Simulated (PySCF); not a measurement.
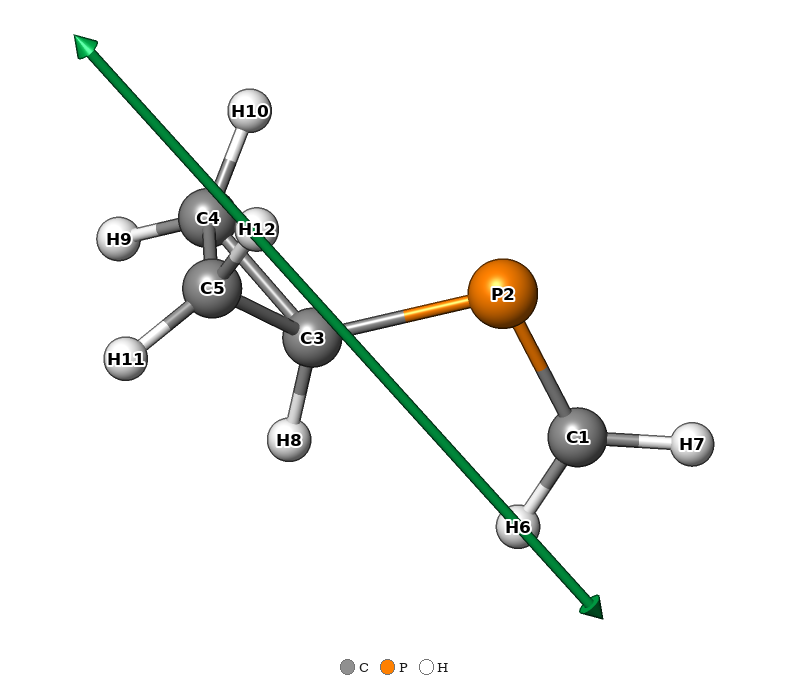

The double arrow shows the direction of the transition dipole to excited singlet state 2 (its length means nothing). The geometry was computed by an optimisation with GFN2-xTB. No frequency run is at hand to confirm it as a minimum. Method: TDDFT CAM-B3LYP/def2-SVPD, vertical, gas phase, core orbitals frozen in the response (PySCF 2.14.0).

Question. Give its energy, strength and character.

Answer. 5.48 eV (226 nm), oscillator strength 0.25, mainly HOMO → LUMO (weight 0.95); transition dipole 3.44 D.

The geometry is semi-empirical. Around P such bond lengths and angles can be off by a tenth of an ångström or more and by several degrees, and values that hang on the shape move with them.
